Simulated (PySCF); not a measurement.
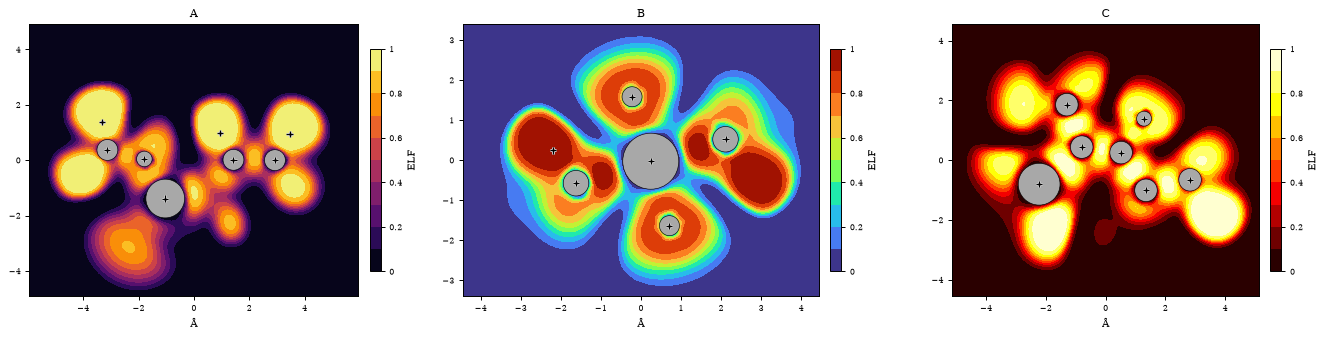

The electron localisation function of 3 systems, each on a plane through atoms (crosses mark nuclei in the plane; grey discs cover the cores).

These are results of PySCF 2.14.0, PBE0/pcSseg-1, SCF density, gas phase, non-relativistic, not measurements.

System 1: C$_{5}$H$_{11}$ClOSi, the plane of atoms C7, C6 and H15. Geometry: GFN2-xTB.

```xyz
19

C     3.2197   -0.0823   -0.6024
O     1.8759    0.1890   -0.3129
Si    1.1197    0.2711    1.1155
Cl    2.1087    1.5478    2.3430
C    -0.6000    0.9308    0.6749
C    -1.3391    0.0118   -0.2679
C    -2.8364   -0.0351   -0.2550
C    -2.0428   -1.1946    0.2704
H     3.8811    0.5151    0.0281
H     3.3921    0.1669   -1.6494
H     3.4368   -1.1397   -0.4392
H     1.1053   -1.0192    1.8040
H    -0.5247    1.9223    0.2214
H    -1.1820    1.0500    1.5893
H    -0.8524   -0.0955   -1.2288
H    -3.3583    0.5847    0.4585
H    -3.3610   -0.1530   -1.1909
H    -2.0241   -2.1081   -0.3038
H    -2.0284   -1.3527    1.3381
```

System 2: C$_{7}$H$_{14}$F$_{2}$Si (SMILES CC(C)(C)/C(F)=C(\[SiH3])CF), the plane of atoms C2, C5 and F6. Geometry: GFN2-xTB.

```yaml
atoms:
  - { symbol: C, position_ang: [-1.2316, 0.9366, -1.1186] }
  - { symbol: C, position_ang: [-1.1584, -0.1222, -0.0125] }
  - { symbol: C, position_ang: [-2.2513, -1.1671, -0.2739] }
  - { symbol: C, position_ang: [-1.4116, 0.5134, 1.3610] }
  - { symbol: C, position_ang: [0.1987, -0.7891, -0.0175] }
  - { symbol: F, position_ang: [0.1106, -2.1574, -0.0454] }
  - { symbol: C, position_ang: [1.4277, -0.2823, 0.0079] }
  - { symbol: Si, position_ang: [2.0297, 1.5097, 0.0881] }
  - { symbol: C, position_ang: [2.5762, -1.2537, -0.0294] }
  - { symbol: F, position_ang: [3.7200, -0.6334, -0.4761] }
  - { symbol: H, position_ang: [-0.5101, 1.7309, -0.9578] }
  - { symbol: H, position_ang: [-1.0344, 0.4825, -2.0871] }
  - { symbol: H, position_ang: [-2.2279, 1.3727, -1.1397] }
  - { symbol: H, position_ang: [-3.2240, -0.6819, -0.2969] }
  - { symbol: H, position_ang: [-2.2634, -1.9222, 0.5085] }
  - { symbol: H, position_ang: [-2.0925, -1.6647, -1.2280] }
  - { symbol: H, position_ang: [-2.3967, 0.9735, 1.3770] }
  - { symbol: H, position_ang: [-1.3738, -0.2447, 2.1402] }
  - { symbol: H, position_ang: [-0.6680, 1.2716, 1.5822] }
  - { symbol: H, position_ang: [1.0305, 2.3983, 0.6875] }
  - { symbol: H, position_ang: [3.2107, 1.5411, 0.9471] }
  - { symbol: H, position_ang: [2.3354, 1.9427, -1.2743] }
  - { symbol: H, position_ang: [2.3907, -2.0937, -0.7065] }
  - { symbol: H, position_ang: [2.8017, -1.6408, 0.9720] }
```

System 3: F$_{4}$H$_{6}$N$_{2}$Si, the plane of atoms N6, Si1 and F10. Geometry: PBE0-D3(BJ)/def2-SVP.

```xyz
13

Si    0.0022   -0.0030    0.0017
N    -0.0019   -0.0100    1.9468
H    -0.3083    0.9016    2.2861
H     0.9455   -0.1926    2.2777
H    -0.6306   -0.7351    2.2903
N     0.0061    0.0024   -1.9436
H     0.6745    0.6899   -2.2896
H    -0.9294    0.2346   -2.2768
H     0.2627   -0.9263   -2.2777
F     1.6780   -0.0024   -0.0011
F    -1.6731   -0.0044    0.0052
F     0.0011    1.6723    0.0018
F     0.0039   -1.6790    0.0013
```

**Which map belongs to which system?**

Panel A is system 1, C$_{5}$H$_{11}$ClOSi: the plane holds C, O, Si and H. C–O (1.40 Å): the ELF peaks at about 0.90 between the atoms; a polar covalent bond. Panel B is system 3, F$_{4}$H$_{6}$N$_{2}$Si: the plane holds Si, N, H and F. Si–F (1.68 Å): the ELF peaks at about 0.85 in the valence shell of F, 0.5 Å from its nucleus, and is about 0.50 at the midpoint. Panel C is system 2, C$_{7}$H$_{14}$F$_{2}$Si: the plane holds C, F and Si. C–C (1.33 Å): the ELF peaks at about 0.90 between the atoms (a short, multiple covalent bond).
